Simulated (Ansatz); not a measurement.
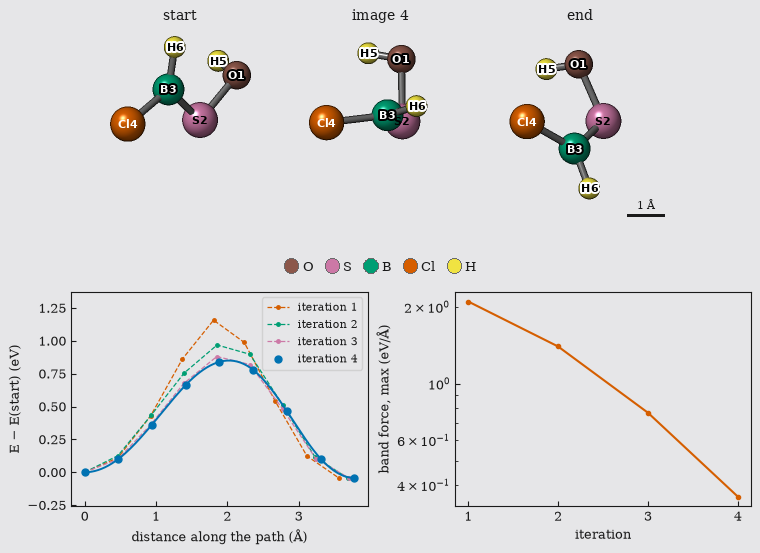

A nudged-elastic-band calculation for BH₂SOCl. Images are numbered from 0 (start) to 8 (end). The plot follows the band through its iterations. Style: ball-and-stick. Shown from a free direction.

Method: RKS PBE-D4/6-31G* in Ansatz 0.2.0.

The input:
```yaml
crystal:
  periodic: [false, false, false]
  atoms:
    - { symbol: O, position_ang: [-0.152096, -0.435346, 1.740208] }
    - { symbol: S, position_ang: [-1.054809, -0.239617, 0.298504] }
    - { symbol: B, position_ang: [0.143783, 0.471284, -0.819205] }
    - { symbol: Cl, position_ang: [-0.409039, 0.905445, -2.437432] }
    - { symbol: H, position_ang: [0.192271, -1.354644, 1.703107] }
    - { symbol: H, position_ang: [1.279891, 0.652877, -0.485183] }
basis:
  gaussian: { orbitals: "6-31G*" }
hamiltonian:
  xc: pbe
  dispersion: d4
neb:
  order_check: false
  images: 7
  f_tol: 0.5
  max_iterations: 60
  initial_path: idpp
  final_atoms:
    - { symbol: O, position_ang: [-0.41107648, -1.28434333, 1.16580338] }
    - { symbol: S, position_ang: [0.75690706, -0.06124741, 0.94197327] }
    - { symbol: B, position_ang: [0.48320115, 0.60140582, -0.68698796] }
    - { symbol: Cl, position_ang: [-0.83488086, 0.11148057, -1.73964305] }
    - { symbol: H, position_ang: [-1.25868319, -0.81776738, 1.3400662] }
    - { symbol: H, position_ang: [1.26453333, 1.45047074, -1.02121283] }
```

Run as
```bash
ansatz run input.yaml --threads 1 --pin off --max-ram 2048MiB --backend cpu --events-out ev --progress --plain --runs-dir out
```

**Did the band converge, and can the barrier be trusted?**

The run met only a loose threshold, so the barrier can't be trusted yet. The band converged in 4 iterations. The largest component of the band force went from 2.1 to 0.36 eV/Å. The climbing image converged on the top of the path. Its curvatures weren't checked. The force threshold is so loose that the height of the top is at best an upper bound. The first iteration put the highest image at 1.16 eV. The highest point, image 4, lies 0.84 eV above the start and 0.88 eV above the end; the end is at −0.04 eV relative to the start.
